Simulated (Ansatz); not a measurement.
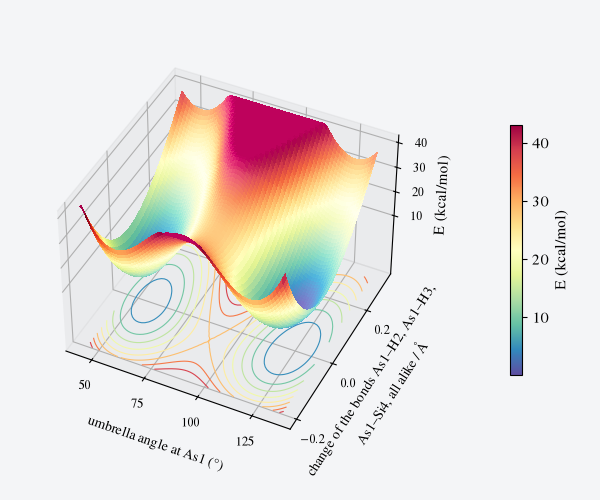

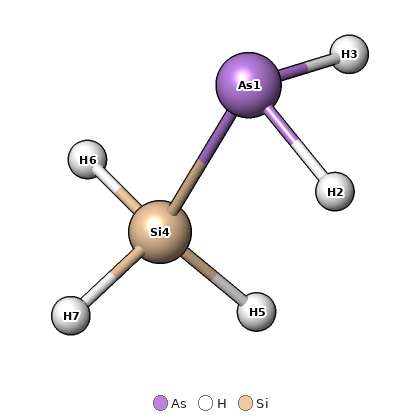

Energy landscape of AsH2(SiH3) (AsH5Si). The first coordinate is: umbrella angle at As1 (between each of its bonds and their common axis; 90 is planar); the second: change of the bonds As1–H2, As1–H3, As1–Si4, all alike. Nothing is relaxed (all other coordinates rigid). The scan uses an 11 × 11 grid. Points are written as (first, second). All energies are given in kcal/mol relative to the relaxed molecule at the same level. These are results of RKS PBE0-D4/def2-TZVP in Ansatz, not measurements.

Drawn: a relief with its contours projected below, any walls above the top of the colour scale cut off. Between grid points the surface is interpolated. The second picture is the structure at the lowest point.

Where are the wells?

The lowest grid point is at (126.6°, 0.004 Å), 0.5 kcal/mol from the relaxed molecule at the same level. There is a further well near (53.4°, 0.004 Å) (1.5 kcal/mol above the lowest at that grid point). The highest grid point, (90.0°, 0.307 Å), lies 80.2 kcal/mol above the lowest. On the interpolated surface the easiest way out of the lowest well to the well at about (56°, 0.00 Å) passes a barrier of about 30 kcal/mol. Round the minimum the two coordinates are weakly coupled (coupling −0.13 in units of the two stiffnesses).

The input of one point:

```yaml
crystal:
  periodic: [false, false, false]
  atoms:
    - { symbol: As, position_ang: [0.615229, 1.012179, 1.043436] }
    - { symbol: H, position_ang: [1.774014, 1.02742, 0.049614] }
    - { symbol: H, position_ang: [-0.088188, 2.042037, 0.162935] }
    - { symbol: Si, position_ang: [-0.388216, -0.681737, -0.274583] }
    - { symbol: H, position_ang: [-0.326491, -0.410282, -1.733903] }
    - { symbol: H, position_ang: [-1.81107, -0.806477, 0.135952] }
    - { symbol: H, position_ang: [0.307383, -1.963781, 0.010223] }
basis:
  gaussian: { orbitals: def2-TZVP }
hamiltonian:
  xc: pbe0
  dispersion: d4
output:
  forces: true
```

Each point was launched as `ansatz run input.yaml --threads 1 --pin off --max-ram 2560MiB --backend cpu --events-out ev --progress --plain --runs-dir out`. The whole map (121 points run) took 7.4 min on 1 thread of Arm Neoverse V2, with other jobs on the host.
